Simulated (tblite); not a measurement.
## Run report: C₃H₆O₂S, relaxed scan

C₃H₆O₂S ((methylthio)acetic acid), computed with GFN2-xTB relaxed scan under a harmonic restraint, gas phase (tblite 0.8.0).

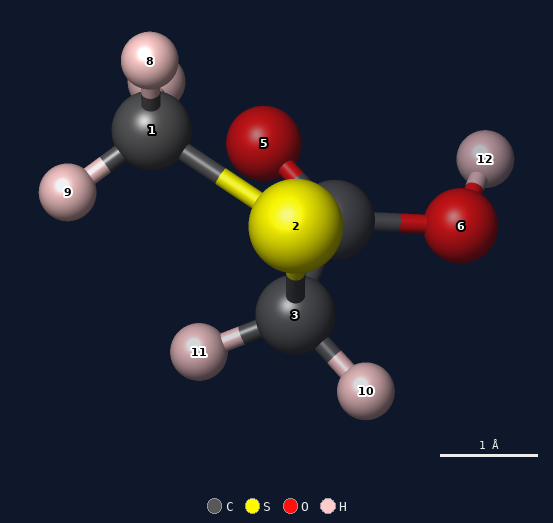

**Figure 1.** The input geometry (ball-and-stick view, seen at a tilt; atoms are numbered from 1 in the order of the input). Bond lengths as drawn: C–C 1.50 Å, C–H 1.08 to 1.09 Å, C–O 1.20 to 1.33 Å, C–S 1.81 to 1.83 Å and H–O 0.97 Å.

## Input
```
{"job": {"xc": "GFN2-xTB", "basis": "xTB", "coordinate": [["t", [2, 3, 5, 11], 0.5], ["t", [4, 3, 5, 11], 0.5]], "kind": "drive"}, "charge": 0, "multiplicity": 1}
C      1.912193     0.070961     0.316535
S      0.845089     1.010294    -0.809503
C     -0.520924    -0.195130    -1.001436
C     -1.286440    -0.169107     0.289284
O     -0.973763    -0.765410     1.287256
O     -2.339734     0.648560     0.230082
H      1.324195    -0.274653     1.162008
H      2.688431     0.750761     0.650933
H      2.352212    -0.767249    -0.216793
H     -1.131494     0.155797    -1.828818
H     -0.091407    -1.175057    -1.199819
H     -2.777160     0.709547     1.094246
```

The first line tells a small driver script what to run in tblite; the rest is the geometry in Å.

Run on 1 CPU thread, shared host.

Command:
```bash
OMP_NUM_THREADS=1 python <driver script> task.json out
```

## Output
```
point  coordinate     E/eV
  0    -72.200     -567.57510
  1    -57.600     -567.48615
  2    -42.800     -567.35958
  3    -27.700     -567.22911
  4    -12.300     -567.12414
  5      3.300     -567.07882
  6     18.900     -567.10340
  7     34.200     -567.17701
  8     49.200     -567.26539
  9     64.100     -567.37000
 10     78.600     -567.42360
 11     93.200     -567.42168
```

## Results in brief

```csv
quantity,value
outcome,converged
wall time,1.6 s
peak memory,0.19 GiB
```
